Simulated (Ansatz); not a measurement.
# CH₇NOSi: one molecule under many settings, part 2 of 2

Ansatz 0.2.0, Gaussian basis; the settings change from run to run. The steps go on from the part before.

**7. HSE06/6-31G***

Options: charge -1, multiplicity 2.

in.yaml

```yaml
crystal:
  periodic: [false, false, false]
  atoms:
    - {symbol: N, position_ang: [-1.796538, 1.099788, -0.223611]}
    - {symbol: C, position_ang: [-0.862140, 0.165416, 0.287346]}
    - {symbol: O, position_ang: [0.380620, 0.189302, -0.416064]}
    - {symbol: Si, position_ang: [1.648801, -0.785325, -0.039914]}
    - {symbol: H, position_ang: [-2.009751, 0.910716, -1.194332]}
    - {symbol: H, position_ang: [-1.443043, 2.045281, -0.155839]}
    - {symbol: H, position_ang: [-1.292583, -0.840115, 0.216606]}
    - {symbol: H, position_ang: [-0.678049, 0.390904, 1.344073]}
    - {symbol: H, position_ang: [2.106038, -0.554796, 1.359902]}
    - {symbol: H, position_ang: [2.735138, -0.455108, -0.990859]}
    - {symbol: H, position_ang: [1.277007, -2.223162, -0.166708]}
basis:
  gaussian: {orbitals: "6-31G*"}
total_charge: -1
magnetization: {spin_polarized: true, initial_magnetization: 1}
hamiltonian: {xc: {name: HSE06}}
```

On the command line:

```bash
> ansatz run in.yaml --threads 2 --pin off --events-out ev --progress --plain --max-ram 4352MiB
```

The program printed, cut to the lines that bear on the results:

```text
Functional definition: HSE06
  name "HSE06"
  cite "Heyd, Scuseria & Ernzerhof, J. Chem. Phys. 118, 8207 (2003) doi:10.1063/1.1564060"
  cite "Krukau, Vydrov, Izmaylov & Scuseria, J. Chem. Phys. 125, 224106 (2006) doi:10.1063/1.2404663"
  cite "Heyd & Scuseria, J. Chem. Phys. 120, 7274 (2004) doi:10.1063/1.1668634"
  cite "Ernzerhof & Perdew, J. Chem. Phys. 109, 3313 (1998) doi:10.1063/1.476928"
  cite "Perdew, Burke & Ernzerhof, Phys. Rev. Lett. 77, 3865 (1996) doi:10.1103/PhysRevLett.77.3865"
  parent pbe
[...]
  # The whole range is PBE's own exchange, as in plane waves. The composition of these papers is wPBEh.
[...]
801 factors; integrals over basis functions are off by at most 9.2e-4 eV
117 factors; integrals over basis functions are off by at most 3.6e-7 eV
[...]
mean field -12553.99685534 eV, -461.3508750290 hartree, gradient 1.3e-5 eV, S^2 0.751847; 1 other end points of the search recorded, 0 dependent functions left out
reference -12553.99689485 eV, -461.3508764811 hartree; 22, 21 occupied and 56, 57 virtual orbitals, 801 factors
Total energy: -12553.99689485 eV, -461.3508764811 hartree
```

Run time: 2.4 s. Hardware: 2 threads of Arm Neoverse V2, shared host.

⟨S²⟩ 0.752.

**8. B97M-V/def2-TZVPD**

Set apart from the defaults: charge +1, multiplicity 2, the search for lower states set to full.

in.yaml: that of step 7 with these lines changed.

```diff
@@ -15,5 +15,7 @@
 basis:
-  gaussian: {orbitals: "6-31G*"}
-total_charge: -1
+  gaussian: {orbitals: def2-TZVPD}
+total_charge: 1
 magnetization: {spin_polarized: true, initial_magnetization: 1}
-hamiltonian: {xc: {name: HSE06}}
+hamiltonian: {xc: {name: B97M-V}}
+scf: {lower_state_search: full}
+output: {forces: true}
```

Same command.

The program printed, cut to the lines that bear on the results:

```text
Functional definition: B97M-V
  name "B97M-V"
  cite "Mardirossian & Head-Gordon, J. Chem. Phys. 142, 074111 (2015) doi:10.1063/1.4907719"
  cite "Becke, J. Chem. Phys. 107, 8554 (1997) doi:10.1063/1.475007"
  cite "Vydrov & Van Voorhis, J. Chem. Phys. 133, 244103 (2010) doi:10.1063/1.3521275"
  # Of w^i u^j: cxij and so on, Table III.
[...]
  gx(w, u) = cx00 + cx01*u + cx02*u^2 + (cx10 + cx11*u)*w
  gss(w, u) = css00 + css02*u^2 + css10*w + (css32*w^3 + css42*w^4)*u^2
  gos(w, u) = cos00 + cos01*u + cos03*u^3 + cos10*w + cos32*w^3*u^2
[...]
      + integral(e_c_pw_mod_opposite_spin*gos(b97_w_opposite, b97_u_opposite)) + vv10(b, c)
1169 factors; their error is unknown
[...]
mean field -12555.76295851 eV, -461.4157781234 hartree, gradient 2.2e-5 eV, S^2 0.754834; 12 other end points of the search recorded, 0 dependent functions left out
[...]
Atom 1 at    -0.862140     0.165416     0.287346 Å, force    -0.448397    -1.368090     0.481943 eV/Å
Atom 2 at     0.380620     0.189302    -0.416064 Å, force    -1.285520     0.553784    -0.067549 eV/Å
Atom 3 at     1.648801    -0.785325    -0.039914 Å, force     1.823899    -0.285482    -0.146598 eV/Å
Atom 4 at    -2.009751     0.910716    -1.194332 Å, force    -0.956359    -0.087913     0.027038 eV/Å
Atom 5 at    -1.443043     2.045281    -0.155839 Å, force    -0.272081     0.305610     0.178447 eV/Å
Atom 6 at    -1.292583    -0.840115     0.216606 Å, force     0.206479     0.228871     0.026075 eV/Å
Atom 7 at    -0.678049     0.390904     1.344073 Å, force    -0.022373    -0.044951    -0.061105 eV/Å
Atom 8 at     2.106038    -0.554796     1.359902 Å, force    -0.129738    -0.002923     0.113637 eV/Å
Atom 9 at     2.735138    -0.455108    -0.990859 Å, force    -0.265892     0.133821     0.134542 eV/Å
Atom 10 at     1.277007    -2.223162    -0.166708 Å, force    -0.442902     0.019282     0.142822 eV/Å
Dipole moment:    -0.444589     0.190684     0.034684 e Å
```

Wall time 2 min (2 threads of Arm Neoverse V2, shared host); peak memory 0.86 GiB.

Largest force 2.050 eV/Å, ⟨S²⟩ 0.755.

**9. SPW92/pcseg-2**

Options: charge +1, multiplicity 2, restricted open-shell orbitals.

in.yaml: that of step 8 with these lines changed.

```diff
@@ -15,7 +15,6 @@
 basis:
-  gaussian: {orbitals: def2-TZVPD}
+  gaussian: {orbitals: pcseg-2}
 total_charge: 1
-magnetization: {spin_polarized: true, initial_magnetization: 1}
-hamiltonian: {xc: {name: B97M-V}}
-scf: {lower_state_search: full}
+magnetization: {spin_polarized: false, initial_magnetization: 1}
+hamiltonian: {xc: {name: SPW92}}
 output: {forces: true}
```

The command is unchanged.

The program printed, cut to the lines that bear on the results:

```text
Functional definition: SPW92
  name "SPW92"
  cite "Dirac, Proc. Camb. Phil. Soc. 26, 376 (1930) doi:10.1017/S0305004100016108"
  cite "Slater, Phys. Rev. 81, 385 (1951) doi:10.1103/PhysRev.81.385"
  cite "Perdew & Wang, Phys. Rev. B 45, 13244 (1992) doi:10.1103/PhysRevB.45.13244"
[...]
1088 factors; their error is unknown
[...]
mean field -12489.67169245 eV, -458.9869688939 hartree, gradient 1.5e-5 eV, S^2 0.750000; 7 other end points of the search recorded, 0 dependent functions left out
[...]
reference -12489.67174069 eV, -458.9869706668 hartree; 21, 20 occupied and 201, 202 virtual orbitals, 1088 factors
Total energy: -12489.67174069 eV, -458.9869706668 hartree
Atom 0 at    -1.796538     1.099788    -0.223611 Å, force     1.694676    -0.121413    -0.057858 eV/Å
Atom 1 at    -0.862140     0.165416     0.287346 Å, force    -0.302250    -0.519459    -0.553915 eV/Å
Atom 2 at     0.380620     0.189302    -0.416064 Å, force    -1.279427     0.392390     0.255253 eV/Å
Atom 3 at     1.648801    -0.785325    -0.039914 Å, force     1.426706    -0.011828    -0.391233 eV/Å
Atom 4 at    -2.009751     0.910716    -1.194332 Å, force    -1.056270    -0.228193    -0.560676 eV/Å
Atom 5 at    -1.443043     2.045281    -0.155839 Å, force    -0.005540     0.852534     0.214470 eV/Å
Atom 6 at    -1.292583    -0.840115     0.216606 Å, force     0.004019    -0.342656     0.029392 eV/Å
Atom 7 at    -0.678049     0.390904     1.344073 Å, force     0.063637     0.055144     0.523635 eV/Å
Atom 8 at     2.106038    -0.554796     1.359902 Å, force    -0.023217     0.011555     0.407304 eV/Å
Atom 9 at     2.735138    -0.455108    -0.990859 Å, force    -0.031372     0.189588    -0.031940 eV/Å
Atom 10 at     1.277007    -2.223162    -0.166708 Å, force    -0.490962    -0.277663     0.165568 eV/Å
Dipole moment:    -0.268275     0.075800     0.076582 e Å
```

Run time: 9.5 s. Hardware: 2 threads of Arm Neoverse V2, shared host; peak memory 0.57 GiB.

Largest force 1.700 eV/Å.

**10. SVWN5/x2c-TZVPPall**

Options: atoms shaken by 0.15 Å, a point charge of 2.00 e beside it.

in.yaml

```yaml
crystal:
  periodic: [false, false, false]
  atoms:
    - {symbol: N, position_ang: [-1.875568, 1.140703, -0.056078]}
    - {symbol: C, position_ang: [-1.070155, 0.401352, 0.297425]}
    - {symbol: O, position_ang: [0.534053, 0.271705, -0.507418]}
    - {symbol: Si, position_ang: [1.635837, -1.049857, -0.252236]}
    - {symbol: H, position_ang: [-1.886101, 0.887520, -1.166843]}
    - {symbol: H, position_ang: [-1.515156, 2.072610, -0.374068]}
    - {symbol: H, position_ang: [-1.370562, -0.928180, 0.555466]}
    - {symbol: H, position_ang: [-0.508486, -0.000296, 1.291888]}
    - {symbol: H, position_ang: [2.058088, -0.532765, 1.522848]}
    - {symbol: H, position_ang: [2.563454, -0.637529, -1.012291]}
    - {symbol: H, position_ang: [1.026214, -2.110121, -0.324475]}
basis:
  gaussian: {orbitals: x2c-TZVPPall, point_charges: [{charge: 2.00, position_ang: [5.724, 0.919, -0.977]}]}
hamiltonian: {xc: {name: SVWN5}}
output: {forces: true}
```

Same command.

The program printed, cut to the lines that bear on the results:

```text
Functional definition: SVWN5
  name "SVWN5"
  cite "Dirac, Proc. Camb. Phil. Soc. 26, 376 (1930) doi:10.1017/S0305004100016108"
  cite "Slater, Phys. Rev. 81, 385 (1951) doi:10.1103/PhysRev.81.385"
  cite "Vosko, Wilk & Nusair, Can. J. Phys. 58, 1200 (1980) doi:10.1139/p80-159"
[...]
1201 factors; their error is unknown
[...]
mean field -12511.09069040 eV, -459.7741025505 hartree, gradient 2.1e-5 eV, S^2 0.000000; 0 other end points of the search recorded, 0 dependent functions left out
[...]
reference -12511.09073075 eV, -459.7741040332 hartree; 21, 21 occupied and 212, 212 virtual orbitals, 1201 factors
Total energy: -12511.09073075 eV, -459.7741040332 hartree
Relativity: scalar
Atom 0 at    -1.875568     1.140703    -0.056078 Å, force    -8.286158    10.052290   -10.475810 eV/Å
Atom 1 at    -1.070155     0.401352     0.297425 Å, force    14.027643   -17.392989     9.998779 eV/Å
Atom 2 at     0.534053     0.271705    -0.507418 Å, force    -0.290483    -1.425741    -0.180151 eV/Å
Atom 3 at     1.635837    -1.049857    -0.252236 Å, force    -3.526452     9.593327     7.033458 eV/Å
Atom 4 at    -1.886101     0.887520    -1.166843 Å, force    -1.789682    -0.088987     1.869775 eV/Å
Atom 5 at    -1.515156     2.072610    -0.374068 Å, force    -0.346020     0.667252     1.850105 eV/Å
Atom 6 at    -1.370562    -0.928180     0.555466 Å, force    -0.247767     2.600577    -2.422892 eV/Å
Atom 7 at    -0.508486    -0.000296     1.291888 Å, force    -0.954181     3.509497    -0.816306 eV/Å
Atom 8 at     2.058088    -0.532765     1.522848 Å, force    -0.001003    -1.235141    -2.344145 eV/Å
Atom 9 at     2.563454    -0.637529    -1.012291 Å, force     5.318929     1.503593    -3.986997 eV/Å
Atom 10 at     1.026214    -2.110121    -0.324475 Å, force    -3.447052    -7.648455    -0.636998 eV/Å
Dipole moment:    -1.049720    -0.058424    -0.132535 e Å
```

Wall time 2.4 s (2 threads of Arm Neoverse V2, shared host).

Largest force 24.480 eV/Å, dipole 5.09 D.

**11. The runs in one table**

```csv
level,charge,multiplicity,geometry,functions,energy (eV),time
B2PLYP/STO-3G,0,1,relaxed,31,-12401.347,2.5 s
B97M-V/def2-SVP,0,1,relaxed,95,-12557.000,5.5 s
wB97/x2c-TZVPPall,0,1,relaxed,233,-12586.979,3.4 s
SVWN5/aug-pcseg-2,0,1,relaxed,349,-12499.770,4.7 s
B2PLYP/x2c-TZVPPall,0,3,relaxed,233,-12573.980,2.7 min
HSE06/6-31G*,-1,2,relaxed,78,-12553.997,2.4 s
B97M-V/def2-TZVPD,1,2,relaxed,220,-12555.763,2 min
SPW92/pcseg-2,1,2,relaxed,222,-12489.672,9.5 s
SVWN5/x2c-TZVPPall,0,1,"shaken, point charge",233,-12511.091,2.4 s
```

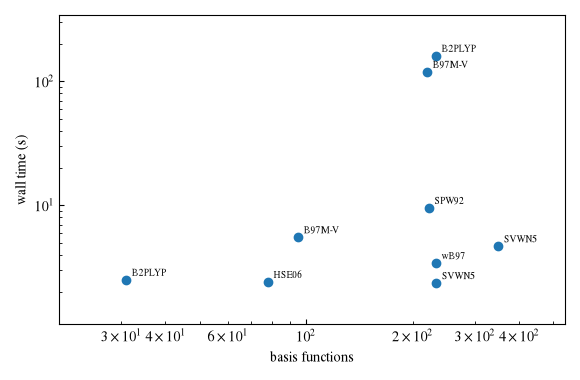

Wall time against the number of basis functions (shared host).

**12. Outcome**

The summary covers parts 1 to 2.

```
                                         quantity                         value
                                             runs                             9
                                         quickest     SVWN5/x2c-TZVPPall, 2.4 s
                                          slowest  B2PLYP/x2c-TZVPPall, 2.7 min
spread of total energies, same state and geometry                      185.6 eV
                  dipole, same state and geometry                0.10 to 0.38 D
```

**Reading.** B2PLYP/x2c-TZVPPall took 68 times as long as SVWN5/x2c-TZVPPall. The jobs differ in tasks and options as well as level. The totals spread over 186 eV; they can't be compared across methods or bases. Some of these runs are scalar-relativistic and others not, which shifts the totals of all-electron atoms past neon by eV; core potentials, where a basis has them, take the core out of the total altogether. At the PBE0-D4/def2-TZVP geometry and in the same state, runs without warnings or point charges leave forces up to 0.70 eV/Å (SVWN5/aug-pcseg-2).
